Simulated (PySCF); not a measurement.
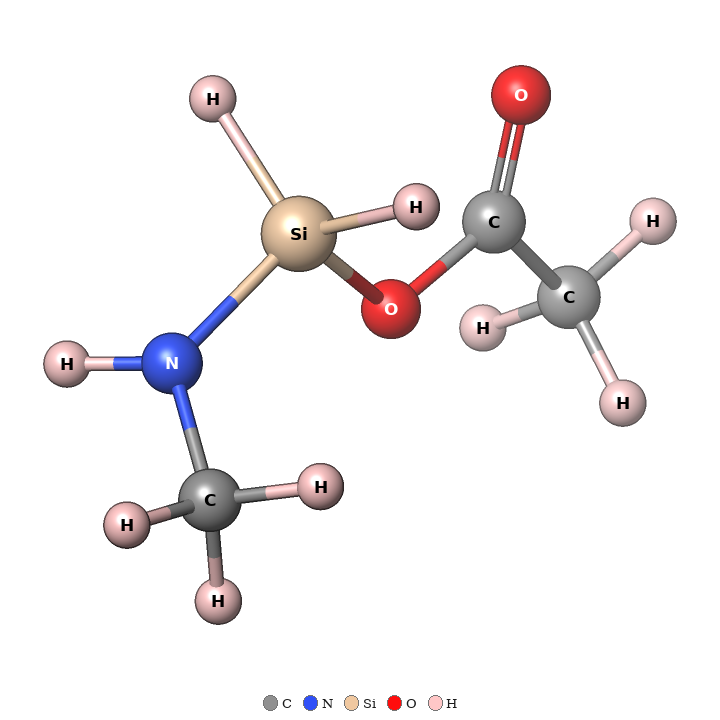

Orthographic view. Distant atoms are faded towards the background colour. The computed structure is the end point of a PBE0-D3(BJ)/def2-SVP optimisation. No frequency run is at hand to confirm it as a minimum.

Give the standard InChI.

Answer. InChI=1S/C3H9NO2Si/c1-3(5)6-7-4-2/h4H,7H2,1-2H3
